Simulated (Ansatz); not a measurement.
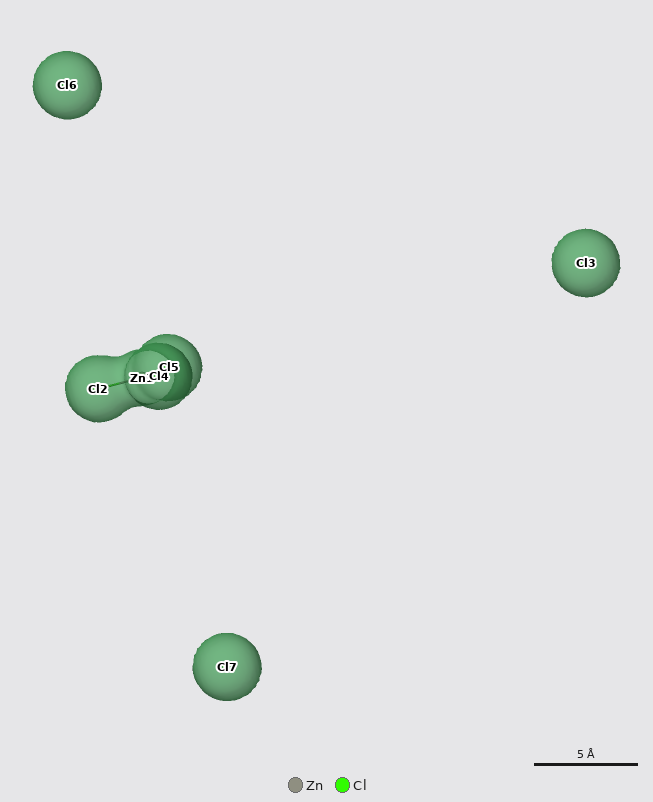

Figure. Cl$_{3}$Zn···Cl···Cl···Cl (charge −4). Isosurface of the total electron density at 0.05 e/Å³ (green), seen across its widest extent.

Geometry: PBE-D4/def2-SVPD, loosely relaxed; the highest occupied orbital lies above zero, a sign that basis and functional describe the outermost electron poorly.

Level of theory: RKS PBE0-D4/def2-TZVPD in Ansatz.

```xyz
7

Zn   -0.0305   -0.0143    3.3114
Cl   -0.0511   -0.0295    5.5632
Cl    0.1527    0.0786  -19.3530
Cl    1.9293   -0.0014    2.2169
Cl   -1.9699   -0.0119    2.1810
Cl   -0.1045   14.7741    3.1738
Cl    0.0739  -14.7956    2.9067
```

Q: How is the density connected at this value?

A: At this value the surface falls into four separate pieces. It bridges the sampled Zn–Cl (2.24 Å) contacts, where the density stays above the isovalue. On the grid the lowest density along these lines, outside the cores, is 0.49 e/Å³ (Zn–Cl, 2.24 Å).
